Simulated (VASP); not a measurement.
Band structure of PdIn (CsCl type). All values below come from PBEsol GGA, VASP's PBE PAW potentials (set 64) (plane waves; VASP).

Unless said otherwise, spin-orbit coupling is left out, though it shifts the bands of the heavy elements here.

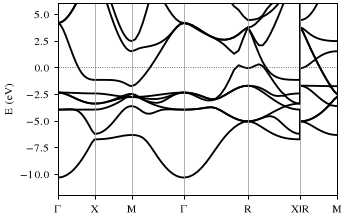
Figure: Bands along high-symmetry lines, zero at the valence-band maximum or, without a gap, the Fermi level

### Question
Read the plot: is there a gap, and where are the band edges?

### Answer
It has no gap at this level: it comes out as a metal or semimetal. (Edges off the drawn lines would not show.)

The compound is PdIn in the CsCl type structure. It was relaxed first. The electron count is odd and the run is not spin-polarised, which forces a metal.
